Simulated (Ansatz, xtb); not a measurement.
## Redistribution: C2H8Si + SiH2(SiH3)Cl → C2H10Si2 + SiH3Cl

Species: C2H8Si `CC[SiH3]`, singlet; SiH2(SiH3)Cl, singlet; C2H10Si2 `CC[SiH2][SiH3]`, singlet; SiH3Cl (chlorosilane) `[SiH3]Cl`, singlet. The partners trade H for SiH3; both sit on Si, so the bond types are kept.

Shapes, held fixed at every level: PBE0-D4/def2-TZVP. Flexible molecules stand in one conformer, not always the lowest. Programs: Ansatz 0.2.0, xtb 6.7.1. The zero-point and thermal change to 298 K, harmonic and unscaled (PBE0-D4/def2-TZVP), is +0.3 kJ/mol.

| level | kind | ΔH(298 K) (kJ/mol) | less CCSD(T)/CBS estimate |
| --- | --- | --- | --- |
| GFN0-xTB | semi-empirical | -11.1 | -10.0 |
| HF/def2-SVP | Hartree–Fock | +0.6 | +1.7 |
| HF/def2-TZVPP | Hartree–Fock | +1.9 | +3.0 |
| PBE-D4/def2-TZVPP | GGA | -0.4 | +0.7 |
| B3LYP-D4/def2-TZVPP | global hybrid | 0.0 | +1.1 |
| MP2/def2-SVP | perturbation theory | -3.0 | -1.9 |
| CCSD(T)/def2-TZVPP | coupled cluster or CI | -2.0 | -0.9 |
| CCSD/def2-TZVPP | coupled cluster or CI | -1.4 | -0.3 |
| CCSD(T)/CBS estimate | coupled cluster or CI | -1.1 | 0.0 |

The highest level, CCSD(T)/CBS estimate, gives ΔH(298 K) = -1.1 kJ/mol; the levels span -11.1 to +1.9. That is about zero within the method's error. They disagree on the sign: 2 of 9 are positive. The column of differences is taken from that level and isn't an error. No measured value is set beside it here. The CBS estimate extrapolates MP2 from def2-TZVPP and def2-QZVPP and adds CCSD(T) − MP2 in the triple-zeta set, cores frozen.

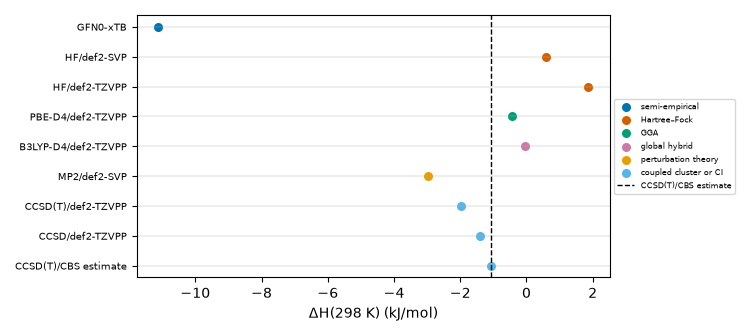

The values of the table, level by level.
